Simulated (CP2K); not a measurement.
**C2H7BFNSi (SMILES C=C([SiH3])NBF): PM6**

What is the vertical singlet–triplet gap of C2H7BFNSi at PM6? 

The results are computed with CP2K 2026.2.

4 further runs of the same task are left out: 2 that didn't finish, 2 set aside as unsound or not needed.

## 1. The system as given

C2H7BFNSi: 13 atoms, total charge 0, spin state singlet. As SMILES, `C=C([SiH3])NBF`. Geometry: a rough force-field guess. This is one conformer, not always the lowest.

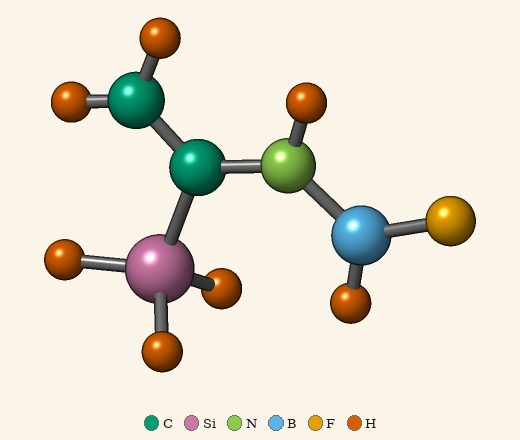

The structure, seen from a chosen angle (carbon teal, silicon pink, nitrogen green, boron blue, fluorine amber, hydrogen orange).

## 2. Energy and forces at PM6

Input file calc.inp:

```
&FORCE_EVAL
    METHOD QUICKSTEP
    &DFT
        &QS
            METHOD PM6
            EPS_DEFAULT 1.0E-10
            &SE
                &COULOMB
                    CUTOFF [angstrom] 50
                    RC_RANGE [angstrom] 0
                &END COULOMB
                &EXCHANGE
                    CUTOFF [angstrom] 50
                    RC_RANGE [angstrom] 0
                &END EXCHANGE
            &END SE
        &END QS
        &POISSON
            PERIODIC NONE
            POISSON_SOLVER ANALYTIC
        &END POISSON
        &SCF
            SCF_GUESS ATOMIC
            EPS_SCF 1.0E-07
            MAX_SCF 150
            &DIAGONALIZATION
                ALGORITHM STANDARD
            &END DIAGONALIZATION
            &MIXING
                METHOD DIRECT_P_MIXING
                ALPHA 0.4
            &END MIXING
        &END SCF
        &PRINT
            &MOMENTS
                PERIODIC F
                REFERENCE COM
                MAX_MOMENT 1
            &END MOMENTS
            &MO ON
                ENERGIES T
                OCCUPATION_NUMBERS T
                NDIGITS 6
                &EACH
                    QS_SCF 0
                &END EACH
                ADD_LAST NUMERIC
            &END MO
            &HIRSHFELD OFF
            &END HIRSHFELD
        &END PRINT
    &END DFT
    &SUBSYS
        &CELL
            ABC 12.3 13.8 10.3
            PERIODIC NONE
        &END CELL
        &COORD
            SCALED T
            C    0.41136585   0.35890217   0.47326214
            C    0.47674797   0.43392391   0.49564078
            Si   0.62264228   0.40813406   0.48232039
            N    0.44186179   0.52938043   0.52902913
            B    0.50604878   0.61693116   0.55712621
            F    0.45450407   0.70952536   0.59133981
            H    0.43786992   0.29047464   0.44697087
            H    0.32368293   0.37520652   0.47733010
            H    0.67427642   0.47217029   0.38827184
            H    0.64347967   0.30618478   0.45016505
            H    0.67631707   0.42730797   0.61172816
            H    0.35339837   0.53980072   0.53639806
            H    0.59773171   0.61536594   0.55399029
        &END COORD
    &END SUBSYS
    &PRINT
        &FORCES ON
        &END FORCES
    &END PRINT
&END FORCE_EVAL

&GLOBAL
    PROJECT calc
    RUN_TYPE ENERGY_FORCE
    PRINT_LEVEL MEDIUM
&END GLOBAL
```

On the command line:

```sh
$ OMP_NUM_THREADS=1 cp2k.psmp -i calc.inp > calc.out 2>&1
```

What it wrote:

```text
CP2K| version string:                                       CP2K version 2026.2
[...]
 GLOBAL| Method name                                                        CP2K
[...]
 GLOBAL| Run type                                                   ENERGY_FORCE
[...]
                             - Atoms:                                         13
[...]
                             - Spherical basis functions:                     36
[...]
 Number of electrons:                                                         34
[...]
     1 P_Mix/Diag. 0.40E+00    0.0     0.84121556       -33.0211112064 -3.30E+01
[...]
    22 DIIS/Diag.  0.32E-07    0.0     0.00000005       -41.1710176997  1.42E-14
  *** SCF run converged in    22 steps ***
  Core-core repulsion energy [eV]:                           2495.74689845888906
  Core Hamiltonian energy [eV]:                             -1807.60503780824365
  Two-electron integral energy [eV]:                        -3616.92445408352205
  Electronic energy [eV]:                                   -3616.06726485000445
  Total energy [eV]:                                        -1120.32036639111561
  Atomic reference energy [eV]:                              1117.14635765334538
  Heat of formation [kcal/mol]:                               -73.19438611539283
[...]
 SE_DIPOLE| Moment [Debye]          0.27788289       2.21988336       0.74780374
 SE_DIPOLE| Derivative [a.u.]       0.00000000       0.00000000       0.00000000
 ENERGY| Total FORCE_EVAL ( QS ) energy [hartree]            -41.171017699681812
 FORCES| Atomic forces [hartree/bohr]
 FORCES|   Atom     x               y               z               |f|
 FORCES|      1 -3.27437437E-02  2.72713961E-02  2.06399245E-03   4.26631207E-02
 FORCES|      2  1.00085128E-02  3.53200773E-02  9.22716218E-03   3.78525919E-02
 FORCES|      3  3.74803737E-02 -2.30272243E-03  1.64885920E-02   4.10116399E-02
 FORCES|      4 -4.57296255E-02  3.86706077E-02  1.14003256E-02   6.09637759E-02
 FORCES|      5 -5.96581048E-02  1.35807170E-02  6.04844729E-03   6.14825915E-02
 FORCES|      6  2.14445565E-02 -6.69624132E-02 -1.83354054E-02   7.26637521E-02
 FORCES|      7 -4.40474882E-04 -2.38582021E-02 -4.78414209E-03   2.43371288E-02
 FORCES|      8  1.88746343E-03 -1.47682491E-02 -1.12314249E-03   1.49306781E-02
 FORCES|      9  1.92816129E-03  3.23797408E-03 -7.37986846E-03   8.28641904E-03
 FORCES|     10 -1.60044919E-03 -3.73043128E-03 -3.05701702E-03   5.08162456E-03
 FORCES|     11 -4.54691417E-03 -1.81231388E-03 -6.77073400E-03   8.35474410E-03
 FORCES|     12  3.70707498E-02 -9.22873412E-03 -3.80114044E-03   3.83908674E-02
 FORCES|     13  3.48994947E-02  4.58229378E-03  2.29304120E-05   3.51990436E-02
[...]
```

Wall time 0.22 s (1 thread of Arm Neoverse V2, shared host).

## 3. The triplet, same level

Input file qs.inp:

```
&GLOBAL
  PROJECT qs
  RUN_TYPE ENERGY_FORCE
  PRINT_LEVEL MEDIUM
&END GLOBAL

&FORCE_EVAL
  METHOD QUICKSTEP
  &DFT
    CHARGE 0
    MULTIPLICITY 3
    UKS T
    # Quickstep
    &QS
      METHOD PM6
      EPS_DEFAULT 1.0E-10
      &SE
        &COULOMB
          CUTOFF [angstrom] 50
          RC_RANGE [angstrom] 0
        &END COULOMB
        &EXCHANGE
          CUTOFF [angstrom] 50
          RC_RANGE [angstrom] 0
        &END EXCHANGE
      &END SE
    &END QS
    # no periodic images
    &POISSON
      PERIODIC NONE
      POISSON_SOLVER ANALYTIC
    &END POISSON
    &SCF
      SCF_GUESS ATOMIC
      EPS_SCF 1.0E-07
      MAX_SCF 100
      &DIAGONALIZATION
        ALGORITHM STANDARD
      &END DIAGONALIZATION
      &MIXING
        METHOD DIRECT_P_MIXING
        ALPHA 0.4
      &END MIXING
    &END SCF
    &PRINT
      &MOMENTS
        PERIODIC F
        REFERENCE COM
        MAX_MOMENT 1
      &END MOMENTS
      &MO ON
        ENERGIES T
        OCCUPATION_NUMBERS T
        NDIGITS 6
        &EACH
          QS_SCF 0
        &END EACH
        ADD_LAST NUMERIC
      &END MO
      &HIRSHFELD OFF
      &END HIRSHFELD
    &END PRINT
  &END DFT
  # atoms, cell and kinds
  &SUBSYS
    &CELL
      ABC [angstrom] 12.3 13.8 10.3
      PERIODIC NONE
    &END CELL
    &COORD
      SCALED T
      C    0.41136585   0.35890217   0.47326214
      C    0.47674797   0.43392391   0.49564078
      Si   0.62264228   0.40813406   0.48232039
      N    0.44186179   0.52938043   0.52902913
      B    0.50604878   0.61693116   0.55712621
      F    0.45450407   0.70952536   0.59133981
      H    0.43786992   0.29047464   0.44697087
      H    0.32368293   0.37520652   0.47733010
      H    0.67427642   0.47217029   0.38827184
      H    0.64347967   0.30618478   0.45016505
      H    0.67631707   0.42730797   0.61172816
      H    0.35339837   0.53980072   0.53639806
      H    0.59773171   0.61536594   0.55399029
    &END COORD
  &END SUBSYS
  &PRINT
    &FORCES ON
    &END FORCES
  &END PRINT
&END FORCE_EVAL
```

On the command line:

```sh
$ OMP_NUM_THREADS=1 cp2k.psmp -i qs.inp > qs.out 2>&1
```

What it wrote:

```text
CP2K| version string:                                       CP2K version 2026.2
[...]
 GLOBAL| Method name                                                        CP2K
[...]
 GLOBAL| Run type                                                   ENERGY_FORCE
[...]
                             - Atoms:                                         13
[...]
                             - Spherical basis functions:                     36
[...]
 Number of electrons:                                                         18
[...]
     1 P_Mix/Diag. 0.40E+00    0.0     0.42152367       -33.0211112064 -3.30E+01
[...]
    49 DIIS/Diag.  0.60E-07    0.0     0.00000009       -41.0484020811 -5.68E-14
  *** SCF run converged in    49 steps ***
  Core-core repulsion energy [eV]:                           2495.74689845888906
  Core Hamiltonian energy [eV]:                             -1795.61605472563633
  Two-electron integral energy [eV]:                        -3634.22933892311130
  Electronic energy [eV]:                                   -3612.73072418719175
  Total energy [eV]:                                        -1116.98382572830292
  Atomic reference energy [eV]:                              1117.14635765334538
  Heat of formation [kcal/mol]:                                 3.74807552861325
[...]
 SE_DIPOLE| Moment [Debye]          1.15447433       3.88783677       1.10710513
 SE_DIPOLE| Derivative [a.u.]       0.00000000       0.00000000       0.00000000
 ENERGY| Total FORCE_EVAL ( QS ) energy [hartree]            -41.048402081145241
 FORCES| Atomic forces [hartree/bohr]
 FORCES|   Atom     x               y               z               |f|
 FORCES|      1 -5.02871458E-02  2.35605536E-03 -3.51181835E-03   5.04646500E-02
 FORCES|      2  2.51509948E-02  4.66628834E-02  1.14573190E-02   5.42334526E-02
 FORCES|      3  3.34646522E-02  2.31063656E-03  1.76653583E-02   3.79115665E-02
 FORCES|      4 -6.19451504E-02 -2.93422680E-02 -4.99853320E-03   6.87252187E-02
 FORCES|      5 -3.91591140E-02  7.61574360E-02  1.99037373E-02   8.79178596E-02
 FORCES|      6  2.81616885E-02 -5.92235239E-02 -1.60418638E-02   6.75118351E-02
 FORCES|      7 -1.75040113E-04 -2.67413619E-02 -5.37499650E-03   2.72767605E-02
 FORCES|      8 -2.92163007E-04 -1.42154289E-02 -1.23937343E-03   1.42723448E-02
 FORCES|      9  2.48041725E-03  2.84443879E-03 -7.91752293E-03   8.77100172E-03
 FORCES|     10 -1.26625061E-03 -3.99936050E-03 -3.11336195E-03   5.22410736E-03
 FORCES|     11 -4.07108497E-03 -2.42416052E-03 -6.49656848E-03   8.04087614E-03
 FORCES|     12  2.91536710E-02 -3.92983572E-03 -2.08202370E-03   2.94909302E-02
 FORCES|     13  3.87845253E-02  9.54448939E-03  1.74964764E-03   3.99799693E-02
[...]
```

Wall time 0.32 s (1 thread of Arm Neoverse V2, shared host).

## 4. Summary of results

Level: PM6.

| quantity | value |
| --- | --- |
| singlet: total energy | -41.17102 Eh |
| singlet: dipole moment | 2.36 D |
| singlet: HOMO energy | -9.46 eV |
| singlet: heat of formation at this unrelaxed shape | -73.2 kcal/mol |
| singlet: largest force on an atom | 3.737 eV/Å |
| triplet: total energy | -41.04840 Eh |
| triplet: dipole moment | 4.20 D |
| triplet: HOMO energy (highest over α and β) | -6.08 eV |
| triplet: heat of formation at this unrelaxed shape | 3.7 kcal/mol |
| triplet: largest force on an atom | 4.521 eV/Å |
| vertical energy of the triplet above the singlet | 3.337 eV |

In words: At this shape the triplet lies 3.34 eV (77 kcal/mol) above the singlet. The largest force (singlet) is 3.74 eV/Å: the shape isn't a stationary point for this species at this level.
